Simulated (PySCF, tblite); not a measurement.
# C6H4F2: circular dichroism and optical rotation, excited states

Aim: compute the circular dichroism and optical rotation, excited states of C6H4F2 (`C#C/C=C(\F)C(=C)F`).

Computed with tblite 0.8.0 and PySCF 2.14.0 and routines of our own; the level stands in each step. Atoms count from 0.

## Step 1: The system as given

12 atoms, charge 0, multiplicity 1; geometry from: force field or distance geometry start.

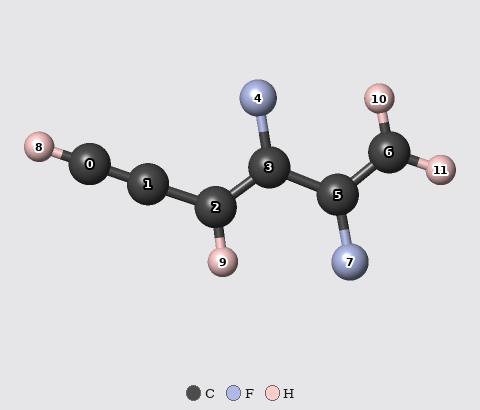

The starting geometry (carbon dark grey, fluorine light blue, hydrogen pink).

## Step 2: Relaxing the molecule with GFN2-xTB

Job settings and geometry (Å):

```
{"job": {"kind": "relax", "xc": "GFN2-xTB", "basis": "xTB"}, "charge": 0, "multiplicity": 1}
C      3.401200    -0.125500     0.277500
C      2.250800     0.186400     0.006500
C      0.915000     0.531200    -0.315300
C     -0.152400    -0.133700     0.088100
F      0.057200    -1.243500     0.900100
C     -1.501800     0.279500    -0.289200
C     -2.528100    -0.424400     0.149200
F     -1.734700     1.364200    -1.065200
H      4.396900    -0.400200     0.496200
H      0.781300     1.413000    -0.947200
H     -2.340100    -1.288200     0.774100
H     -3.544100    -0.159600    -0.100900
```

Started as:

```bash
$ OMP_NUM_THREADS=1 python excited_run.py task.json out
```

This one command runs all jobs of the session in turn.

Log:

```text
step      E/eV     max force
  0    -658.97263    1.943
  1    -659.00318    4.611
  2    -659.11856    1.635
  3    -659.16617    0.823
  4    -659.19713    0.414
  5    -659.21553    0.319
  6    -659.22217    0.251
  7    -659.22919    0.172
  8    -659.23081    0.138
  9    -659.23253    0.110
 10    -659.23396    0.139
 11    -659.23509    0.102
 12    -659.23581    0.083
 13    -659.23653    0.082
 14    -659.23742    0.079
 15    -659.23812    0.060
 16    -659.23844    0.036
 17    -659.23857    0.029
 18    -659.23867    0.028
 19    -659.23880    0.036
 20    -659.23894    0.038
 21    -659.23904    0.033
 22    -659.23910    0.017
 23    -659.23913    0.019
 24    -659.23917    0.026
 25    -659.23923    0.026
 26    -659.23928    0.020
 27    -659.23932    0.015
 28    -659.23934    0.013
 29    -659.23936    0.012
 30    -659.23938    0.012
 31    -659.23940    0.012
 32    -659.23941    0.015
 33    -659.23943    0.015
 34    -659.23946    0.018
 35    -659.23949    0.018
 36    -659.23953    0.020
 37    -659.23957    0.021
 38    -659.23962    0.019
 39    -659.23966    0.019
 40    -659.23969    0.013
 41    -659.23970    0.008
```

Run time: 0.2 s. Hardware: 1 thread of AMD EPYC 7B13, shared host.

Along the way: (not every step is listed)

```
step  energy from step 0 (eV)  largest force (eV/Å)
   0                   0.0000                1.9426
   1                  -0.0306                4.6112
   2                  -0.1459                1.6347
   3                  -0.1935                0.8228
   4                  -0.2245                0.4140
   5                  -0.2429                0.3188
   6                  -0.2495                0.2507
   7                  -0.2566                0.1722
   8                  -0.2582                0.1379
  10                  -0.2613                0.1391
  12                  -0.2632                0.0826
  14                  -0.2648                0.0792
  16                  -0.2658                0.0355
  18                  -0.2660                0.0284
  20                  -0.2663                0.0384
  22                  -0.2665                0.0171
  24                  -0.2665                0.0256
  26                  -0.2667                0.0203
  28                  -0.2667                0.0127
  30                  -0.2668                0.0124
  32                  -0.2668                0.0151
  34                  -0.2668                0.0178
  36                  -0.2669                0.0201
  37                  -0.2669                0.0211
  38                  -0.2670                0.0193
  39                  -0.2670                0.0192
  40                  -0.2671                0.0135
  41                  -0.2671                0.0077
```

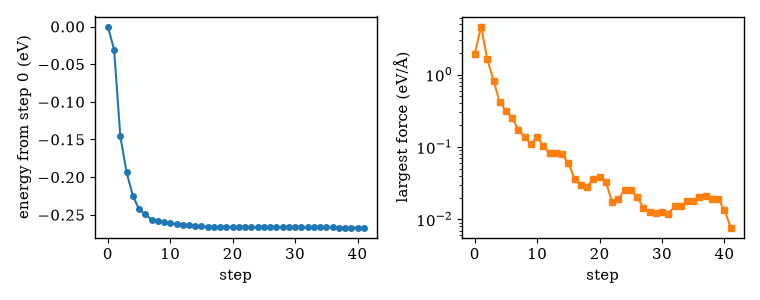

Energy and force, step by step.

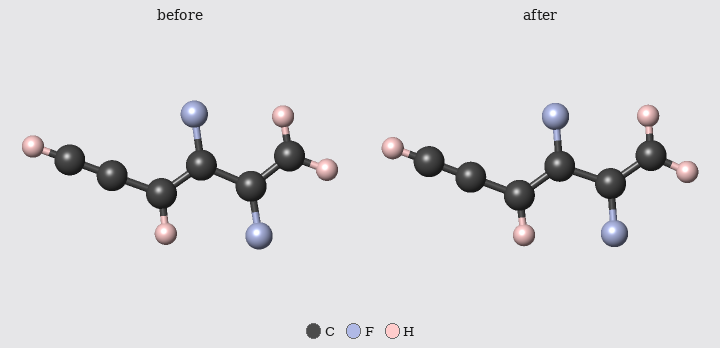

The geometry before (left) and after (right).

Distances of close pairs at the start and the end, largest changes first:

```
  bond  before (Å)  after (Å)  change (Å)
 C3–F4       1.391      1.350      -0.041
 C2–C3       1.321      1.342      +0.022
 C0–C1       1.222      1.202      -0.020
 C1–C2       1.417      1.402      -0.015
 C2–H9       1.093      1.080      -0.013
 C3–C5       1.461      1.451      -0.009
C6–H10       1.083      1.074      -0.009
 C5–C6       1.319      1.328      +0.009
```

The final coordinates are the input of the step that follows.

## Step 3: Harmonic vibrations with GFN2-xTB

Job settings and geometry (Å):

```
{"job": {"kind": "ir", "xc": "GFN2-xTB", "basis": "xTB"}, "charge": 0, "multiplicity": 1}
C      3.406738    -0.102519     0.259646
C      2.277263     0.201520    -0.016904
C      0.959614     0.555075    -0.339643
C     -0.119732    -0.123897     0.079672
F      0.012641    -1.217052     0.859867
C     -1.497488     0.208749    -0.232639
C     -2.579586    -0.448415     0.168446
F     -1.621060     1.307058    -1.012572
H      4.393066    -0.365295     0.500240
H      0.818522     1.426658    -0.962305
H     -2.486387    -1.321113     0.786686
H     -3.562394    -0.121454    -0.116522
```

Log:

```text
mode    cm-1     km/mol
  1      75.1      5.96
  2     102.5      0.30
  3     113.9      1.14
  4     209.6      3.36
  5     316.4      0.65
  6     320.2      4.73
  7     371.6      4.67
  8     457.6      7.05
  9     468.0      0.46
 10     554.8      6.62
 11     611.1      1.50
 12     642.4     16.76
 13     654.4     21.97
 14     704.4      2.93
 15     806.9      4.73
 16     834.8     11.02
 17     867.8     42.82
 18     925.8     35.91
 19    1055.8     26.30
 20    1081.2    114.44
 21    1240.7     66.31
 22    1294.3     17.69
 23    1364.9      1.26
 24    1627.7     20.44
 25    1665.0     67.68
 26    2244.6      9.68
 27    3081.2      2.31
 28    3137.3      2.54
 29    3180.2      6.05
 30    3400.6     11.37
```

Wall time 0.3 s (1 thread of AMD EPYC 7B13, shared host).

Which atoms move in the most intense modes:

```
cm⁻¹  km/mol                                 atoms
 654    22.0                      H8 73 %, C0 11 %
 868    42.8           H11 42 %, H10 35 %, C6 22 %
 926    35.9  H10 29 %, F7 24 %, C6 21 %, H11 17 %
1056    26.3             C2 31 %, C3 16 %, C0 16 %
1081   114.4             H9 32 %, C3 23 %, F4 12 %
1241    66.3             H9 44 %, C5 21 %, C2 14 %
1628    20.4                      C3 50 %, C2 44 %
1665    67.7                      C5 52 %, C6 39 %
```

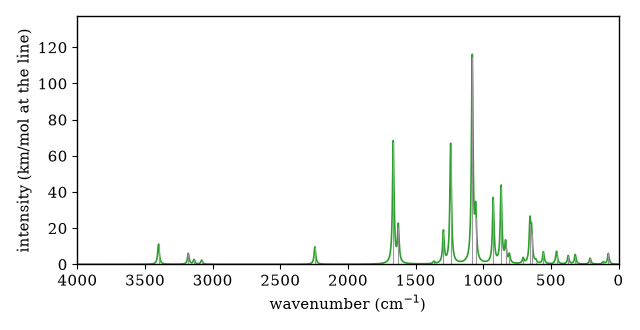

The infrared spectrum from these modes, unscaled. Lines are broadened to a width of 14 cm⁻¹ (Lorentzian).

## Step 4: Geometry optimisation at PBE0-D3(BJ)/def2-SVP

The job, as its differences from that of step 3:

```diff
@@ -1,2 +1,2 @@
-{"job": {"kind": "ir", "xc": "GFN2-xTB", "basis": "xTB"}, "charge": 0, "multiplicity": 1}
+{"job": {"xc": "PBE0", "basis": "def2-SVP", "d3": "d3bj", "grid": 1, "kind": "geom"}, "charge": 0, "multiplicity": 1}
 C      3.406738    -0.102519     0.259646
```

Log:

```text
step   0  E = -429.82891018  max force = 0.020229
step   1  E = -429.83011276  max force = 0.008987
step   2  E = -429.83095022  max force = 0.002434
step   3  E = -429.83117583  max force = 0.002591
step   4  E = -429.83121026  max force = 0.001573
step   5  E = -429.83127948  max force = 0.000773
step   6  E = -429.83128562  max force = 0.000792
step   7  E = -429.83129777  max force = 0.000216
optimisation converged
```

Wall time 33 s (1 thread of AMD EPYC 7B13, shared host).

The steps of the relaxation:

```
step  energy from step 0 (eV)  largest force component (eV/Å)
   0                   0.0000                          1.0402
   1                  -0.0327                          0.4621
   2                  -0.0555                          0.1252
   3                  -0.0617                          0.1332
   4                  -0.0626                          0.0809
   5                  -0.0645                          0.0397
   6                  -0.0646                          0.0407
   7                  -0.0650                          0.0111
```

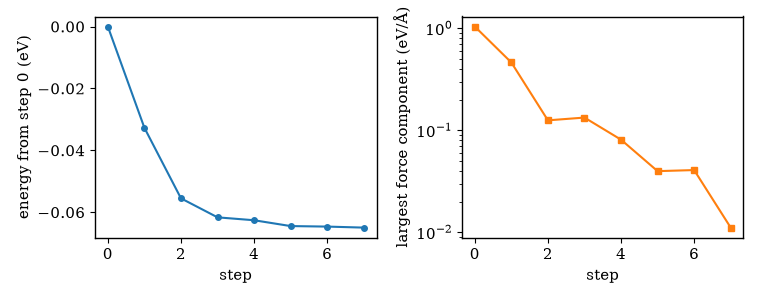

Energy and largest force along the relaxation.

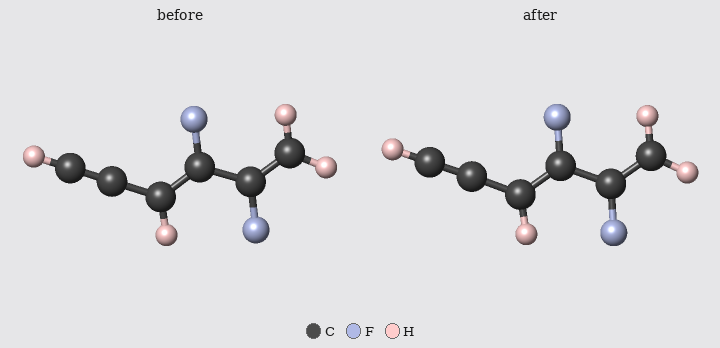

The geometry before (left) and after (right).

Distances of close pairs at the start and the end, largest changes first:

```
  bond  before (Å)  after (Å)  change (Å)
 C0–H8       1.049      1.074      +0.026
 C3–F4       1.350      1.326      -0.024
 C5–F7       1.353      1.333      -0.019
C6–H11       1.074      1.090      +0.016
C6–H10       1.074      1.089      +0.015
 C2–H9       1.080      1.093      +0.012
 C0–C1       1.202      1.214      +0.012
 C1–C2       1.402      1.413      +0.011
```

The next job starts from the end point, and lists it.

```
                         at the end point                value
  point group (found at 0.08 Å tolerance)                   Cs
rotational constants (GHz, main isotopes)  4.848, 1.213, 0.970
                        dipole moment (D)                 0.45
```

## Step 5: Circular dichroism and optical rotation: TDDFT BHandHLYP/def2-SVPD

Job settings and geometry (Å):

```
{"job": {"kind": "ecd", "xc": "BHandHLYP", "basis": "def2-SVPD", "nstates": 12}, "charge": 0, "multiplicity": 1}
C      3.427776    -0.229286     0.302352
C      2.288957     0.119315     0.065998
C      0.977238     0.562572    -0.215710
C     -0.134611    -0.150714     0.047575
F     -0.067970    -1.354509     0.598662
C     -1.493472     0.299343    -0.224709
C     -2.602872    -0.392824     0.039482
F     -1.545786     1.511152    -0.778500
H      4.432204    -0.547098     0.512701
H      0.836062     1.544938    -0.672857
H     -2.525799    -1.379117     0.493994
H     -3.582328     0.024369    -0.195577
```

Method: TDDFT BHandHLYP/def2-SVPD circular dichroism and optical rotation, one conformer, gas phase.

Log:

```text
coarse grid: 11168 points
cycle   1  E = -429.9478262874  dE =  1.396e+00  |g| = 6.632e-01  |ddm| = 9.738e+00
cycle   2  E = -429.9283794303  dE =  1.945e-02  |g| = 7.631e-01  |ddm| = 2.308e+00
cycle   3  E = -430.0419285915  dE = -1.135e-01  |g| = 7.116e-02  |ddm| = 1.348e+00
cycle   4  E = -430.0428033651  dE = -8.748e-04  |g| = 4.918e-02  |ddm| = 2.386e-01
cycle   5  E = -430.0433806734  dE = -5.773e-04  |g| = 1.282e-02  |ddm| = 1.072e-01
cycle   6  E = -430.0434183035  dE = -3.763e-05  |g| = 4.127e-03  |ddm| = 4.044e-02
cycle   7  E = -430.0434224917  dE = -4.188e-06  |g| = 8.898e-04  |ddm| = 8.209e-03
final grid: 111944 points
cycle   8  E = -430.0908737490  dE = -1.721e-05  |g| = 1.822e-03  |ddm| = 1.182e-01
cycle   9  E = -430.0908739134  dE = -1.644e-07  |g| = 1.796e-03  |ddm| = 9.683e-03
cycle  10  E = -430.0908745707  dE = -6.573e-07  |g| = 2.756e-04  |ddm| = 3.182e-03
cycle  11  E = -430.0908745858  dE = -1.508e-08  |g| = 1.083e-04  |ddm| = 6.844e-04
cycle  12  E = -430.0908745883  dE = -2.489e-09  |g| = 5.300e-05  |ddm| = 3.013e-04
cycle  13  E = -430.0908745890  dE = -6.556e-10  |g| = 9.123e-06  |ddm| = 8.473e-05
converged SCF energy = -430.0908745890

Singlet excitations and rotatory strengths (1e-40 esu^2 cm^2)
state   eV       nm     f(len)   f(vel)    R(len)    R(vel)   main configurations
  1   4.9519   250.4  0.76819  0.74876    -1.608    -1.603   H->L 0.93
  2   5.1737   239.6  0.00008  0.00012     1.450     1.435   H-1->L 0.88, H-1->L+5 0.09
  3   5.9976   206.7  0.00004  0.00006     0.402     0.395   H->L+3 0.38, H->L+1 0.23, H->L+4 0.20
  4   6.4528   192.1  0.19897  0.19439     0.510     0.513   H-2->L 0.77
  5   6.7452   183.8  0.00696  0.01145    -0.097    -0.054   H->L+1 0.71, H->L+3 0.12, H->L+4 0.08
  6   7.1459   173.5  0.08213  0.08069    -0.558    -0.564   H->L+5 0.36, H-3->L 0.21, H-2->L 0.14
  7   7.4093   167.3  0.00011  0.00001    -0.028    -0.127   H->L+2 0.83
  8   7.6567   161.9  0.00399  0.00826    -0.013     0.010   H->L+4 0.52, H->L+3 0.24
  9   7.9111   156.7  0.03123  0.04185    -0.210    -0.269   H->L+6 0.58, H->L+3 0.12
 10   7.9230   156.5  0.00051  0.00062     0.304     0.307   H-3->L 0.62, H->L+5 0.34
 11   8.1921   151.3  0.00046  0.00092     1.962     2.654   H->L+7 0.46, H->L+6 0.18, H->L+10 0.09
 12   8.2024   151.2  0.05692  0.06792    -2.780    -3.573   H-1->L+1 0.57, H-1->L+2 0.30

Specific rotation (deg / (dm g/mL))
    nm     length   length(OI)   velocity    alpha(len)  alpha(vel)
  633.0       1.21       1.07       1.07       89.760     89.764
  589.3       1.31       1.14       1.15       90.815     90.805
  546.0       1.39       1.19       1.19       92.194     92.165
  436.0       0.85       0.44       0.47       98.752     98.626
  405.0      -0.11      -0.64      -0.58      102.306    102.123
  365.0      -3.58      -4.39      -4.27      109.675    109.363
  355.0      -5.35      -6.26      -6.11      112.371    112.010
```

Wall time 39 s (1 thread of AMD EPYC 7B13, shared host); peak memory 0.86 GiB.

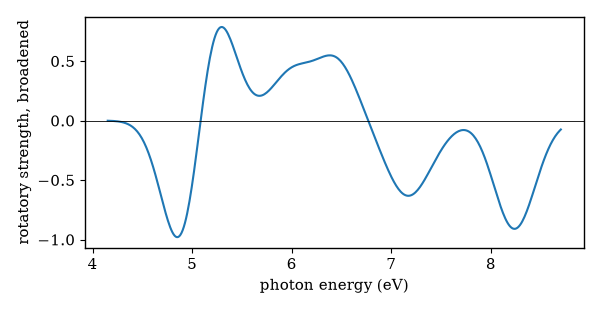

Circular dichroism: velocity-form rotatory strengths under Gaussians of 0.3 eV half-width at 1/e.

## Step 6: Excited states: TDA BHandHLYP/def2-SVP

The job, as its differences from that of step 5:

```diff
@@ -1,2 +1,2 @@
-{"job": {"kind": "ecd", "xc": "BHandHLYP", "basis": "def2-SVPD", "nstates": 12}, "charge": 0, "multiplicity": 1}
+{"job": {"kind": "states", "xc": "BHandHLYP", "basis": "def2-SVP", "tda": true, "soc": true, "nstates": 6, "ntriplets": 5, "nquad": 4}, "charge": 0, "multiplicity": 1}
 C      3.427776    -0.229286     0.302352
```

With the program's defaults for keys left out, this is: TDA BHandHLYP/def2-SVP excited states, vertical, gas phase, spin-orbit mean-field couplings.

Log:

```text
coarse grid: 11168 points
cycle   1  E = -429.9148080841  dE =  1.399e+00  |g| = 7.080e-01  |ddm| = 3.957e+00
cycle   2  E = -429.8934500110  dE =  2.136e-02  |g| = 8.069e-01  |ddm| = 1.310e+00
cycle   3  E = -430.0190318401  dE = -1.256e-01  |g| = 7.140e-02  |ddm| = 7.283e-01
cycle   4  E = -430.0198334840  dE = -8.016e-04  |g| = 5.302e-02  |ddm| = 1.196e-01
cycle   5  E = -430.0205140613  dE = -6.806e-04  |g| = 1.230e-02  |ddm| = 4.958e-02
cycle   6  E = -430.0205484478  dE = -3.439e-05  |g| = 4.390e-03  |ddm| = 1.625e-02
cycle   7  E = -430.0205531937  dE = -4.746e-06  |g| = 8.597e-04  |ddm| = 4.948e-03
final grid: 111944 points
cycle   8  E = -430.0680460489  dE = -1.446e-05  |g| = 1.829e-03  |ddm| = 2.209e-02
cycle   9  E = -430.0680461983  dE = -1.494e-07  |g| = 1.799e-03  |ddm| = 3.850e-03
cycle  10  E = -430.0680468344  dE = -6.360e-07  |g| = 2.423e-04  |ddm| = 1.625e-03
cycle  11  E = -430.0680468458  dE = -1.148e-08  |g| = 9.699e-05  |ddm| = 3.075e-04
cycle  12  E = -430.0680468478  dE = -2.000e-09  |g| = 4.724e-05  |ddm| = 1.358e-04
cycle  13  E = -430.0680468484  dE = -5.238e-10  |g| = 9.364e-06  |ddm| = 4.591e-05
converged SCF energy = -430.0680468484

Singlet excitations
state   eV       nm        f     d(h-e)  d(exc)  Lambda  PR(NTO)  |dmu|/D   mu/D   main configurations
  1   5.2650   235.5   0.00025   1.648   3.184   0.339   1.021    5.459    5.041   H-1->L 0.89
  2   5.3738   230.7   0.95606   0.776   3.276   0.843   1.268    1.890    1.499   H->L 0.83, H-1->L+1 0.08
  3   6.1718   200.9   0.00003   0.676   2.713   0.426   1.033    2.532    2.975   H->L+1 0.80, H-2->L+1 0.12
  4   6.7703   183.1   0.42396   1.133   3.253   0.787   1.345    2.724    3.119   H-2->L 0.75, H-1->L+1 0.10
  5   7.3814   168.0   0.22521   0.842   3.114   0.791   2.616                     H->L+2 0.38, H-3->L 0.22, H-1->L+1 0.21
  6   8.2366   150.5   0.00525   0.523   3.132   0.408   1.488                     H->L+3 0.25, H->L+6 0.19, H->L+5 0.11

Triplet excitations (Tamm-Dancoff)
state   eV     d(h-e)  d(exc)  Lambda  PR(NTO)   main configurations
  1   2.6490   0.181   2.940   0.855   1.139   H->L 0.91
  2   4.3121   0.134   2.411   0.783   1.623   H-2->L 0.68, H->L+2 0.21
  3   4.9045   1.278   2.978   0.348   1.177   H-1->L 0.78, H-1->L+2 0.10
  4   5.3852   0.115   1.999   0.786   1.909   H-1->L+1 0.62, H-3->L 0.20
  5   5.8052   0.452   2.310   0.793   2.415   H-3->L 0.47, H-1->L+1 0.27, H->L+7 0.10
S1 - T1 = 2.6160 eV

Spin-orbit couplings |<S|Hso|T>| (cm-1)
             T1       T2       T3       T4       T5
S0        0.037    0.175    5.018    0.083    0.243
S1        4.790    4.345    0.161    2.369   11.386
S2        0.084    0.034   13.065    0.085    0.085
S3        5.560    3.638    0.013    5.357   12.038
S4        0.010    0.020    9.334    0.070    0.081
S5        0.048    0.039    9.094    0.096    0.172
S6        6.295    2.251    0.640    0.193    4.898
T1 sublevels (cm-1): 0.000 0.002 0.002   radiative rates (1/s): 0.00684 7.44e-05 0.000249
```

Run time: 12 s. Hardware: 1 thread of AMD EPYC 7B13, shared host; peak memory 0.57 GiB.

From this job:

```
  quantity    value
S1 less T1  2.62 eV
```

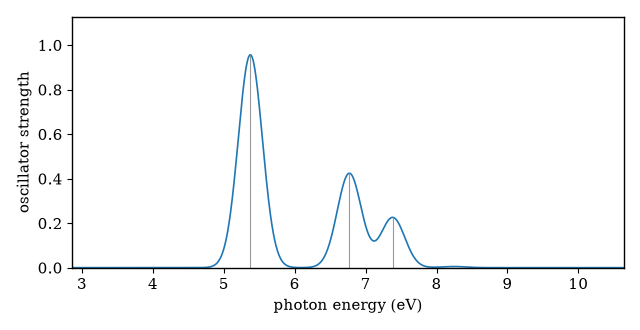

Absorption lines of the singlets. Lines are broadened to a width of 0.40 eV (Gaussian).

## Step 7: Outcome

```
                                                                                       quantity                                                        value
                                                      strongest single infrared mode (GFN2-xTB)                                        1081 cm⁻¹, 114 km/mol
                                                                   zero-point energy (GFN2-xTB)                                                47.8 kcal/mol
                                                                                    point group                                                           Cs
                                                           rotational constants (main isotopes)                                         4.85, 1.21, 0.97 GHz
state of largest rotatory strength (velocity form) among 12 (step 5, TDDFT BHandHLYP/def2-SVPD)  8.20 eV, R = -3.6 (velocity), -2.8 (length) ·10⁻⁴⁰ esu² cm²
                              specific rotation at 633.0 nm (step 5, TDDFT BHandHLYP/def2-SVPD)                                 1.1 (velocity), 1.2 (length)
                                                    S1 less T1 (step 6, TDA BHandHLYP/def2-SVP)                                                      2.62 eV
```

In words: No mode is imaginary among the 30: a minimum at this level. The strongest single mode, at 1081 cm⁻¹, is spread over many atoms; the largest shares are those of H9, C3. GFN2-xTB is a fitted tight-binding method: band positions and strengths are rough. Its intensities can rank the bands wrongly. The optimisation took 7 steps and gained 0.065 eV; among the close pairs (by a distance rule), C0–H8 changed most, from 1.049 to 1.074 Å (PBE0/def2-SVP). The geometry is achiral, so these rotations and rotatory strengths are numerical residue. The length form depends on the origin in a finite basis. In step 6, the number of triplets below S1 is 3, and the largest singlet-triplet spin-orbit coupling is S2–T3, 13.06 cm⁻¹.
